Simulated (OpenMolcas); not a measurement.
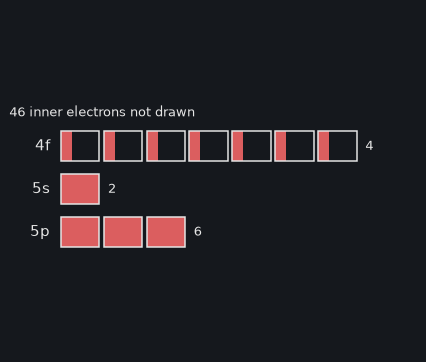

Figure 1. The outer shells of the leading configuration of the lowest level: a box for each of the 2l + 1 orbitals, shaded by the share of the shell that is filled, with the electron count at the right.

**Pm³⁺ complex: multiconfigurational calculation (part 1 of 2)**

System: Pm³⁺ with 6 ligands (Br; octahedron, 3.05 Å), neutralised by 6 outer point charges of +0.5 e, whose field is part of the energies.
Method: state-averaged CASSCF, active space 4 electrons in the shell 4f, basis ANO-RCC-VDZP on the metal and ANO-RCC-VDZP on the ligands, DKH2 scalar Hamiltonian, spin-orbit coupling by RASSI with atomic mean-field integrals (OpenMolcas).

**Log (extracts)**
```
--- SEWARD ---
Basis set label: PM.ANO-RCC...7S6P4D2F1G.

      Electronic valence basis set:
      ------------------
      Associated Effective Charge  61.000000 au
      Associated Actual Charge     61.000000 au
      Nuclear Model: Point charge

      Shell  nPrim  nBasis  Cartesian Spherical Contaminant
         s      25       7        X
         p      22       6        X
         d      15       4                 X
         f      11       2                 X
         g       4       1                 X
                  Relativistic Douglas-Kroll-Hess integrals:
                    - DKH order of Hamiltonian: 2
                    - DKH order of Properties : 0
                  Atomic mean-field integrals
--- RASSCF ---
Wave function specifications:
      -----------------------------

      Number of closed shell electrons         270
      Number of electrons in active shells       4
      Max number of holes in RAS1 space          0
      Max nr of electrons in RAS3 space          0
      Number of inactive orbitals              135
      Number of active orbitals                  7
      Number of secondary orbitals              88
      Spin quantum number                      2.0
      State symmetry                             1
Orbital specifications:
      -----------------------

      Symmetry species                           1   2
                                                ag  au
      Frozen orbitals                            0   0
      Inactive orbitals                         69  66
      Active orbitals                            0   7
      RAS1 orbitals                              0   0
      RAS2 orbitals                              0   7
      RAS3 orbitals                              0   0
      Secondary orbitals                        48  40
      Deleted orbitals                           0   0
      Number of basis functions                117 113
      Number of CSFs                            35
      Number of root(s) required                35
      Iter CI   SX   CI       RASSCF       Energy    max ROT     max BLB   max BLB  Level Ln srch  Step   QN
          iter iter root      energy       change     param      element    value   shift minimum  type update
 Nr of preliminary CI iterations:   1
      Total energies have been shifted. Add               -25000.00 au
        1   1   16    0  -638.94010796    0.00E+00  -6.20E-02   10  84 2 -2.63E-01*  1.09   0.00    SX    NO
        2   1   16    0  -639.29292652   -3.53E-01*  4.34E-02   64  72 1  1.10E-01*  0.72   0.00    SX    NO
        3   1   15    0  -639.38561615   -9.27E-02* -2.79E-02   64  72 1  7.06E-02*  0.70   0.00    SX    NO
        4   1   14    0  -639.40863057   -2.30E-02* -1.58E-02   64  72 1  4.19E-02*  0.73   0.00    SX    NO
        5   1   14    0  -639.41538070   -6.75E-03* -1.90E-02   64  72 1  2.60E-02*  0.74   2.32    LS   YES
        6   1   13    0  -639.41865154   -3.27E-03* -4.63E-03   14  74 1  7.96E-03*  0.75   1.10    QN   YES
        7   1   12    0  -639.41920235   -5.51E-04*  2.61E-03   19  81 2 -3.72E-03*  0.76   1.53    QN   YES
        8   1   11    0  -639.41938411   -1.82E-04*  6.36E-04   22  84 1 -1.14E-03*  0.75   1.10    QN   YES
        9   1   10    0  -639.41939795   -1.38E-05*  3.57E-04   22  84 1 -6.47E-04*  0.75   1.56    LS   YES
       10   1   10    0  -639.41939994   -1.99E-06*  1.96E-04   14  74 1 -5.12E-04*  0.75   0.98    QN   YES
       11   1   10    0  -639.41940274   -2.80E-06* -1.25E-04   22  84 1 -2.47E-04*  0.75   1.64    LS   YES
       12   1   10    0  -639.41940320   -4.56E-07* -9.24E-05   14  74 1  3.36E-04*  0.75   0.96    QN   YES
       13   1    9    0  -639.41940356   -3.64E-07*  6.27E-05   22  84 1 -9.30E-05   0.75   1.68    LS   YES
       14   1    8    0  -639.41940364   -7.32E-08*  4.09E-05    8  85 2 -1.11E-04*  0.75   1.15    QN   YES
       15   1    7    0  -639.41940369   -5.55E-08* -2.07E-05   11  71 1 -3.82E-05   0.75   1.46    QN   YES
       16   1    7    0  -639.41940370   -1.15E-08*  3.10E-05   64  72 1 -1.19E-05   0.75   2.50    LS   YES
       17   1    7    0  -639.41940369    1.40E-08* -1.82E-05    8  85 2  6.55E-05   0.75   0.16    LS   YES
       18   1    7    0  -639.41940370   -1.35E-08*  9.76E-06    8  85 2  3.05E-05   0.75   1.48    QN   YES
       19   1    6    0  -639.41940371   -2.39E-09   3.39E-06    8  85 2  7.00E-06   0.75   2.50    QN   YES
      Convergence after 19 iterations
       20   1    6    0  -639.41940371   -1.69E-09   3.39E-06   64  72 1 -3.82E-06   0.75   2.50    QN   YES
      Natural orbitals and occupation numbers for root  1
      sym 2:   0.323691   0.811766   0.178628   0.914271   0.748345   0.821597   0.201702
      Natural orbitals and occupation numbers for root  2
      sym 2:   0.811486   0.181074   0.324467   0.820831   0.201712   0.913766   0.746664
      Natural orbitals and occupation numbers for root  3
      sym 2:   0.915444   0.315107   0.767893   0.179227   0.822004   0.822962   0.177364
::    RASSCF root number  1 Total energy: -25639.48834566
::    RASSCF root number  2 Total energy: -25639.48834566
::    RASSCF root number  3 Total energy: -25639.48834566
::    RASSCF root number  4 Total energy: -25639.48832190
::    RASSCF root number  5 Total energy: -25639.48825899
::    RASSCF root number  6 Total energy: -25639.48825899
::    RASSCF root number  7 Total energy: -25639.48825899
::    RASSCF root number  8 Total energy: -25639.48782846
::    RASSCF root number  9 Total energy: -25639.48782846
::    RASSCF root number 10 Total energy: -25639.48768664
::    RASSCF root number 11 Total energy: -25639.48768664
::    RASSCF root number 12 Total energy: -25639.48768664
::    RASSCF root number 13 Total energy: -25639.48749900
::    RASSCF root number 14 Total energy: -25639.41991415
::    RASSCF root number 15 Total energy: -25639.41959278
::    RASSCF root number 16 Total energy: -25639.41959278
::    RASSCF root number 17 Total energy: -25639.41959278
::    RASSCF root number 18 Total energy: -25639.41942445
::    RASSCF root number 19 Total energy: -25639.41904372
::    RASSCF root number 20 Total energy: -25639.41904372
::    RASSCF root number 21 Total energy: -25639.41904372
::    RASSCF root number 22 Total energy: -25639.38098210
::    RASSCF root number 23 Total energy: -25639.38047412
::    RASSCF root number 24 Total energy: -25639.38047412
::    RASSCF root number 25 Total energy: -25639.38047412
::    RASSCF root number 26 Total energy: -25639.38010470
::    RASSCF root number 27 Total energy: -25639.38010470
::    RASSCF root number 28 Total energy: -25639.37968998
::    RASSCF root number 29 Total energy: -25639.37968998
::    RASSCF root number 30 Total energy: -25639.37968998
--- RASSCF ---
Wave function specifications:
      -----------------------------

      Number of closed shell electrons         270
      Number of electrons in active shells       4
      Max number of holes in RAS1 space          0
      Max nr of electrons in RAS3 space          0
      Number of inactive orbitals              135
      Number of active orbitals                  7
      Number of secondary orbitals              88
      Spin quantum number                      1.0
      State symmetry                             1
Orbital specifications:
      -----------------------

      Symmetry species                           1   2
                                                ag  au
      Frozen orbitals                            0   0
      Inactive orbitals                         69  66
      Active orbitals                            0   7
      RAS1 orbitals                              0   0
      RAS2 orbitals                              0   7
      RAS3 orbitals                              0   0
      Secondary orbitals                        48  40
      Deleted orbitals                           0   0
      Number of basis functions                117 113
      Number of CSFs                           210
      Number of root(s) required               162
      Iter CI   SX   CI       RASSCF       Energy    max ROT     max BLB   max BLB  Level Ln srch  Step   QN
          iter iter root      energy       change     param      element    value   shift minimum  type update
 Nr of preliminary CI iterations:   1
        1   1    0    0-25639.32603711    0.00E+00   0.00E+00   71  78 2 -6.87E-03*  0.00   0.00    SX    NO
      Natural orbitals and occupation numbers for root  1
      sym 2:   0.572035   0.570376   0.551498   0.545929   0.552174   0.604154   0.603835
      Natural orbitals and occupation numbers for root  2
      sym 2:   0.551180   0.604471   0.570376   0.545896   0.604163   0.571891   0.552023
      Natural orbitals and occupation numbers for root  3
      sym 2:   0.605086   0.604993   0.545873   0.570376   0.550938   0.571548   0.551186
::    RASSCF root number  1 Total energy: -25639.40629238
::    RASSCF root number  2 Total energy: -25639.40629238
::    RASSCF root number  3 Total energy: -25639.40629238
::    RASSCF root number  4 Total energy: -25639.40626605
::    RASSCF root number  5 Total energy: -25639.40626605
::    RASSCF root number  6 Total energy: -25639.40626605
::    RASSCF root number  7 Total energy: -25639.40619415
::    RASSCF root number  8 Total energy: -25639.40611566
::    RASSCF root number  9 Total energy: -25639.40611566
::    RASSCF root number 10 Total energy: -25639.40611566
::    RASSCF root number 11 Total energy: -25639.40609068
::    RASSCF root number 12 Total energy: -25639.40609068
::    RASSCF root number 13 Total energy: -25639.40606638
::    RASSCF root number 14 Total energy: -25639.40606638
::    RASSCF root number 15 Total energy: -25639.40606638
::    RASSCF root number 16 Total energy: -25639.38381081
::    RASSCF root number 17 Total energy: -25639.38381081
::    RASSCF root number 18 Total energy: -25639.38381081
::    RASSCF root number 19 Total energy: -25639.38373199
::    RASSCF root number 20 Total energy: -25639.38373199
::    RASSCF root number 21 Total energy: -25639.38306915
::    RASSCF root number 22 Total energy: -25639.38306915
::    RASSCF root number 23 Total energy: -25639.38306915
::    RASSCF root number 24 Total energy: -25639.38294652
::    RASSCF root number 25 Total energy: -25639.38294652
::    RASSCF root number 26 Total energy: -25639.38294652
::    RASSCF root number 27 Total energy: -25639.37518167
::    RASSCF root number 28 Total energy: -25639.37518167
::    RASSCF root number 29 Total energy: -25639.37518167
::    RASSCF root number 30 Total energy: -25639.37465881
--- RASSCF ---
Wave function specifications:
      -----------------------------

      Number of closed shell electrons         270
      Number of electrons in active shells       4
      Max number of holes in RAS1 space          0
      Max nr of electrons in RAS3 space          0
      Number of inactive orbitals              135
      Number of active orbitals                  7
      Number of secondary orbitals              88
      Spin quantum number                      0.0
      State symmetry                             1
Orbital specifications:
      -----------------------

      Symmetry species                           1   2
                                                ag  au
      Frozen orbitals                            0   0
      Inactive orbitals                         69  66
      Active orbitals                            0   7
      RAS1 orbitals                              0   0
      RAS2 orbitals                              0   7
      RAS3 orbitals                              0   0
      Secondary orbitals                        48  40
      Deleted orbitals                           0   0
      Number of basis functions                117 113
      Number of CSFs                           196
      Number of root(s) required               162
      Iter CI   SX   CI       RASSCF       Energy    max ROT     max BLB   max BLB  Level Ln srch  Step   QN
          iter iter root      energy       change     param      element    value   shift minimum  type update
 Nr of preliminary CI iterations:   1
        1   1    0    0-25639.25680989    0.00E+00   0.00E+00   71  78 2 -1.18E-02*  0.00   0.00    SX    NO
      Natural orbitals and occupation numbers for root  1
      sym 2:   0.875609   0.295371   0.606933   0.244892   0.815714   0.674485   0.486997
      Natural orbitals and occupation numbers for root  2
      sym 2:   0.700372   0.295371   0.286839   0.767316   0.399726   0.896287   0.654089
      Natural orbitals and occupation numbers for root  3
      sym 2:   0.840669   0.298937   0.561365   0.234251   0.841464   0.667322   0.555993
::    RASSCF root number  1 Total energy: -25639.35632070
::    RASSCF root number  2 Total energy: -25639.35632070
::    RASSCF root number  3 Total energy: -25639.35631821
::    RASSCF root number  4 Total energy: -25639.35631821
::    RASSCF root number  5 Total energy: -25639.35631821
::    RASSCF root number  6 Total energy: -25639.35623751
::    RASSCF root number  7 Total energy: -25639.35623751
::    RASSCF root number  8 Total energy: -25639.35623751
::    RASSCF root number  9 Total energy: -25639.35603061
::    RASSCF root number 10 Total energy: -25639.35602643
::    RASSCF root number 11 Total energy: -25639.35602643
::    RASSCF root number 12 Total energy: -25639.35602643
::    RASSCF root number 13 Total energy: -25639.35602439
::    RASSCF root number 14 Total energy: -25639.35602439
::    RASSCF root number 15 Total energy: -25639.35592516
::    RASSCF root number 16 Total energy: -25639.35592516
::    RASSCF root number 17 Total energy: -25639.35592516
::    RASSCF root number 18 Total energy: -25639.34123511
::    RASSCF root number 19 Total energy: -25639.34123511
::    RASSCF root number 20 Total energy: -25639.34123511
::    RASSCF root number 21 Total energy: -25639.34119144
::    RASSCF root number 22 Total energy: -25639.34119144
::    RASSCF root number 23 Total energy: -25639.33044063
::    RASSCF root number 24 Total energy: -25639.33044063
::    RASSCF root number 25 Total energy: -25639.33044063
::    RASSCF root number 26 Total energy: -25639.32968283
::    RASSCF root number 27 Total energy: -25639.32968283
::    RASSCF root number 28 Total energy: -25639.32932438
::    RASSCF root number 29 Total energy: -25639.32932438
::    RASSCF root number 30 Total energy: -25639.32932438
```

(Continued in part 2.) Outcome of the run: converged.
